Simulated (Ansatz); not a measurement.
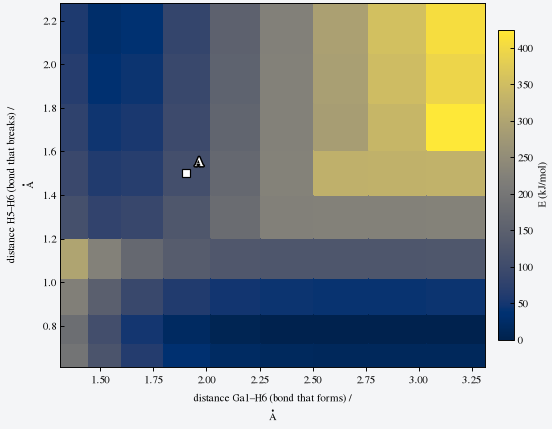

The reacting system Cl₂FGaH₂ (fragments Cl₂FGa + H₂ where the first distance is long, Cl₂GaH + FH where the second is long). 
- The first coordinate is: distance Ga1–H6 (bond that forms); the second: distance H5–H6 (bond that breaks).
- Relaxed at each point: all other coordinates.
- The grid has 9 × 9 points.
- Points are written as (first, second).
- Energies: kJ/mol, counted from the lowest grid point.
- Energies and slopes of some neighbouring points disagree (a jump in structure or state, or too coarse a mesh). The reference is spin-restricted, so regions where a bond is pulled apart into radicals lie too high.
- These are results of RHF/def2-SVP (Ansatz), not measurements.

Drawn: one coloured cell a grid point, the point A.

**Is A at rest? If not, where is it pushed?**

A, at (1.905 Å, 1.500 Å), is not a stationary point. The computed force is 240 kJ/mol for each Å towards smaller values of the first coordinate and 68 kJ/mol for each Å towards larger values of the second coordinate.
